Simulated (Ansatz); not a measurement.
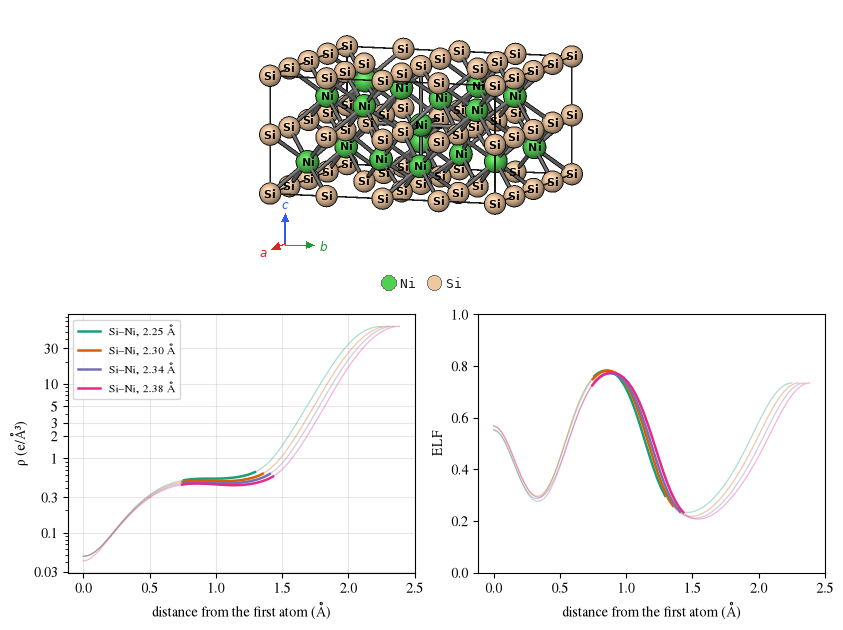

Figure 1: Si$_{31}$Ni$_{17}$. Valence pseudo-density and electron localisation function along straight lines between neighbouring atoms. Thin, pale parts lie inside the atomic spheres. The structure is drawn too.

Space group P-42m; a generated structure, not necessarily the stable one; computed without spin polarisation.

Level of theory: DFT PBE, scalar-relativistic, plane waves, PAW (Ansatz 0.2.0).

Core electrons are frozen (PAW), and the valence fields are smoothed inside the atomic spheres.

**Compare the contacts.**

Si–Ni (2.25 Å): ρ at the midpoint is about 0.55 e/Å³; the ELF peaks at about 0.80 in the valence shell of Si, 0.8 Å from its nucleus, and is about 0.55 at the midpoint.
Si–Ni (2.30 Å): the density is about 0.5 e/Å³ at the midpoint; the ELF peaks at about 0.80 in the valence shell of Si, 0.9 Å from its nucleus, and is about 0.55 at the midpoint.
Si–Ni (2.34 Å): the density is about 0.47 e/Å³ at the midpoint; the ELF peaks at about 0.75 in the valence shell of Si, 0.9 Å from its nucleus, and is about 0.55 at the midpoint.
Si–Ni (2.38 Å): the density is about 0.44 e/Å³ at the midpoint; the ELF peaks at about 0.75 in the valence shell of Si, 0.9 Å from its nucleus, and is about 0.55 at the midpoint.
